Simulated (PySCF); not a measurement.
```xyz
18

C     3.0612    0.1225   -0.1408
C     1.7247   -0.5927   -0.2485
C     0.5454    0.3613   -0.2475
C    -0.7861   -0.3208   -0.3544
O    -0.9373   -1.5174   -0.4200
C    -2.0246    0.6009   -0.3856
C    -3.3523   -0.0900   -0.4341
O    -1.8768    1.7987   -0.3759
H     3.1280    0.7135    0.7868
H     3.2153    0.8161   -0.9831
H     3.8988   -0.5909   -0.1407
H     1.6058   -1.3100    0.5800
H     1.6899   -1.2030   -1.1658
H     0.6051    1.0995   -1.0675
H     0.5220    0.9895    0.6620
H    -3.4618   -0.7560    0.4354
H    -3.4033   -0.7399   -1.3208
H    -4.1574    0.6539   -0.4542
```

Geometry: PBE0-D3(BJ)/def2-SVP.

Theory: CAM-B3LYP/def2-SVPD, SCF density, gas phase (PySCF 2.14.0).

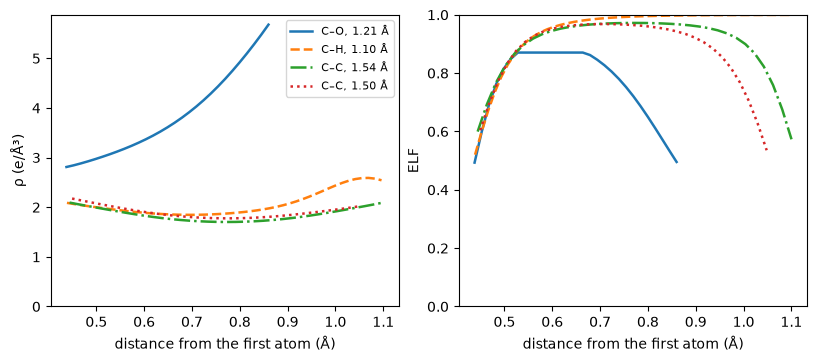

C6H10O2. Electron density and electron localisation function along straight lines between neighbouring atoms. The curves leave out the atomic cores.

> What kind of bonding do the profiles show?

C–O (1.21 Å): ρ at the midpoint is about 3.4 e/Å³; the ELF peaks at about 0.85 between the atoms; a short, multiple covalent bond.
C–H (1.10 Å): the density is about 1.9 e/Å³ at the midpoint; the ELF climbs to about 1 towards the hydrogen, as it does in any bond to H: an ordinary covalent bond to hydrogen.
C–C (1.54 Å): the density is about 1.7 e/Å³ at the midpoint; the ELF peaks at about 1 between the atoms; localised, covalent bonding.
C–C (1.50 Å): ρ at the midpoint is about 1.8 e/Å³; the ELF peaks at about 0.95 between the atoms: a shared electron pair.
